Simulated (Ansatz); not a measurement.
**C4H3Li (SMILES [Li][C]#CC=C): density, localisation and related maps**

Input file:

```
crystal:
  periodic: [false, false, false]
  atoms:
    - symbol: C
      position_ang: [-2.426586, 1.730035, -0.845370]
    - symbol: C
      position_ang: [-3.230612, 2.305393, -1.575804]
    - symbol: C
      position_ang: [-1.464145, 1.084161, -0.026851]
    - symbol: C
      position_ang: [-1.735775, 0.288197, 1.016828]
    - symbol: Li
      position_ang: [-4.487116, 3.169673, -2.671822]
    - symbol: H
      position_ang: [-0.420467, 1.262415, -0.284092]
    - symbol: H
      position_ang: [-2.756405, 0.078318, 1.314700]
    - symbol: H
      position_ang: [-0.939869, -0.168598, 1.593077]
basis:
  gaussian:
    orbitals: def2-TZVPD
hamiltonian:
  xc: pbe0
output:
  forces: true
  orbitals: {seedname: orbitals}
```

Run with:

```sh
ansatz run input.yaml --threads 2 --pin off --max-ram 4350MiB --events-out events.jsonl --progress --plain --runs-dir runs
```

Geometry: B3LYP-D3(BJ)/6-311G**.

Computed with isolated molecule in a Gaussian basis; Kohn-Sham density functional theory, functional PBE0 in Ansatz.

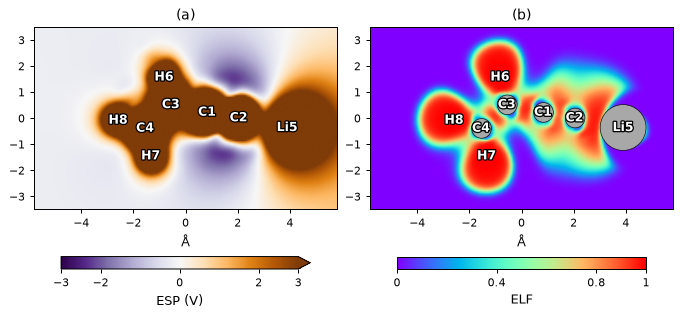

Figure 1. (a) electrostatic potential; (b) electron localisation function on the molecular plane. Grey discs cover the atomic cores in the ELF map.

**What do the fields say about this system?**

- The section cuts through C, Li and H sites.
- C–C (1.23 Å): the ELF peaks at about 0.85 between the atoms; a short, multiple covalent bond.
- C–Li (1.88 Å): the ELF peaks at about 0.95 in the valence shell of C, 0.8 Å from its nucleus, and is about 0.90 at the midpoint.
- C–H (1.08 Å): the ELF climbs to about 1 towards the hydrogen, as it does in any bond to H (an ordinary covalent bond to hydrogen).
- C–C (1.34 Å): the ELF peaks at about 0.95 between the atoms (a short, multiple covalent bond).
- C–C (1.42 Å): the ELF peaks at about 0.95 between the atoms (localised, covalent bonding).
- Outside the dense part of the molecule the potential is most negative (−2.3 V) near C2.

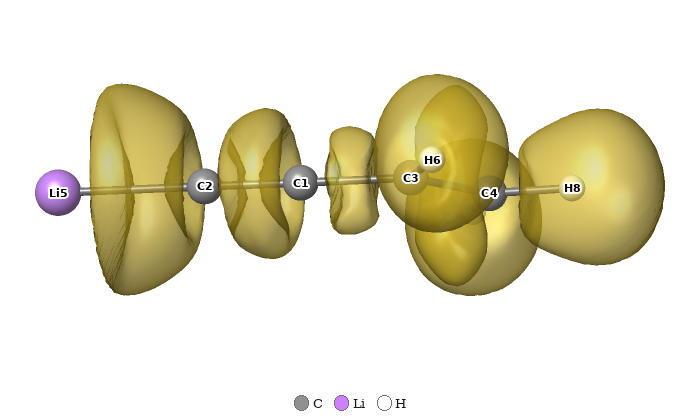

Figure 2. Isosurface of the ELF at 0.75 (yellow), seen from one side. Only the valence region is drawn (cores and ρ < 0.01 e/Å³ removed).

**Describe the localisation domains.**

The ELF exceeds this value in three regions between bonded C–C atoms (shared pairs), three regions around hydrogen nuclei and one lobe of the valence shell of C pointing towards Li.

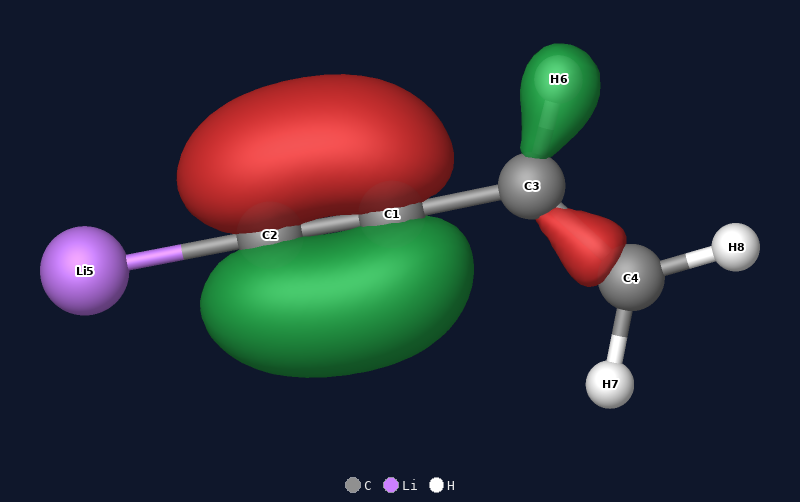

Figure 3. The HOMO−1 at ±0.15 Å⁻³ᐟ² (green and red are the two phases), seen across its widest extent.

**What is the character of this orbital?**

Its weight (Hirshfeld) is mainly on C2 (about 45 %) and C1 (about 40 %); it is symmetric in the molecular plane (an in-plane orbital: σ, lone-pair or in-plane π type). Its energy is −6.22 eV.
